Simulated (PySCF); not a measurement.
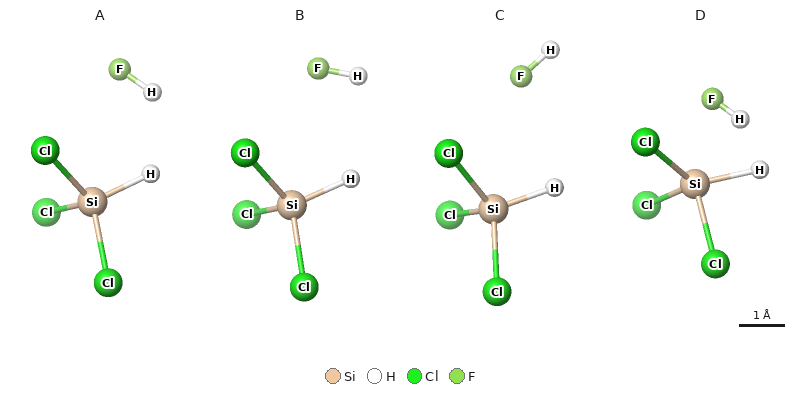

4 geometries from one relaxation of SiH₂Cl₃F (started from a transition state, displaced along its imaginary mode), in shuffled order. A ball-and-stick model, seen from a free direction.

All numbers below come from RKS PBE0-D4/def2-TZVP, density fitting (PySCF). 

### Put them in the order of the run, from the start to the converged end.

D, A, B, C. They are steps 0, 6, 20, 46, at +175.7 kJ/mol, +4.42 kJ/mol, +2.02 kJ/mol relative to the last. Over 46 geometry steps the energy falls by 175.7 kJ/mol. An H atom moves most after the best rigid fit: 1.72 Å. Largest moves by element: H 1.72 Å, Cl 0.80 Å, Si 0.62 Å, F 0.59 Å. Some distances before and after: H–Si 1.888 → 4.122 Å, F–Si 2.132 → 3.333 Å, F–H 0.804 → 0.921 Å, H–Si 1.497 → 1.467 Å. Bond angles that change, for instance: H–Si–Cl 90.3° → 108.8°, H–Si–Cl 119.6° → 110.2°, Cl–Si–Cl 104.3° → 108.9°. The run took 9.5 min on 4 threads of Arm Neoverse V2 (shared host).
